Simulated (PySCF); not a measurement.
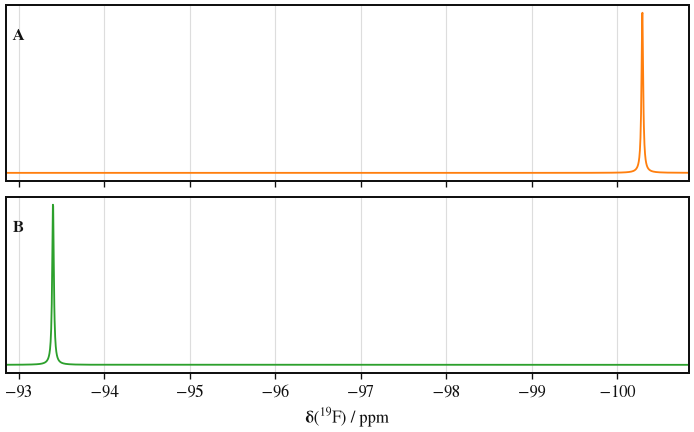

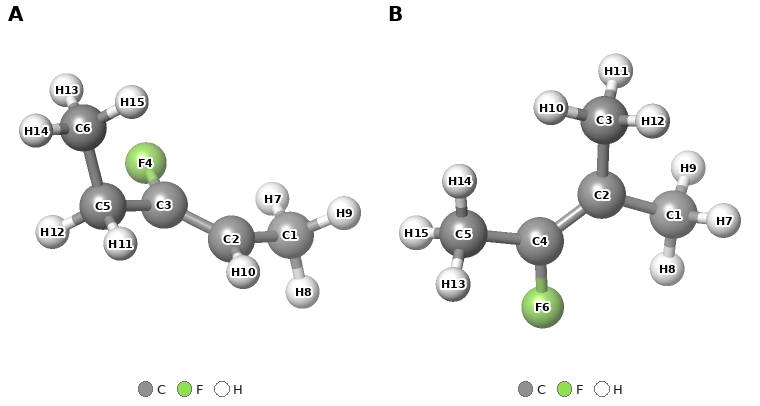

Related molecules: A is C₅H₉F, SMILES C/C=C(\F)CC; B is C₅H₉F, SMILES CC(C)=C(C)F. GIAO ¹⁹F shifts against CFCl₃ (¹⁹F: this reference is a hard case for the method, so all values can be off together by tens of ppm, and differences between signals are safer), HF/pcSseg-2, PySCF 2.14.0, at a PBE0-D3(BJ)/def2-SVP geometry (no frequency check); fully decoupled, line heights follow the number of nuclei within a panel, widths are arbitrary (no quadrupolar broadening); values of one conformer, averaged over nuclei that symmetry or rotation about single bonds exchange, these motions taken as fast; other conformers aren't averaged in.

Q: How does the ¹⁹F shift respond?

A: From A (−100.3 ppm) to B (−93.4 ppm) the nucleus is deshielded by 6.9 ppm.
